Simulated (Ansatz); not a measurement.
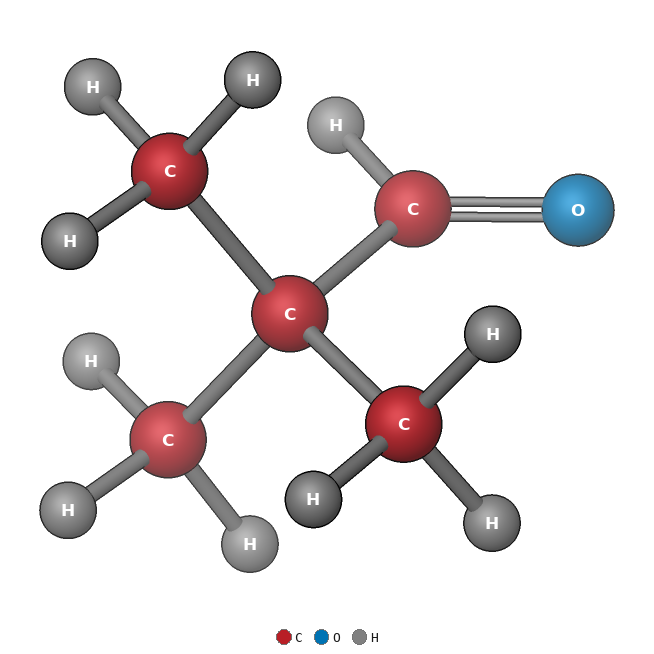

Orthographic view. Depth is shown by fading: the farther an atom, the more it takes the colour of the background. Computed geometry: PBE0-D4/def2-TZVP optimisation.

### Give the standard InChI.

InChI=1S/C5H10O/c1-5(2,3)4-6/h4H,1-3H3
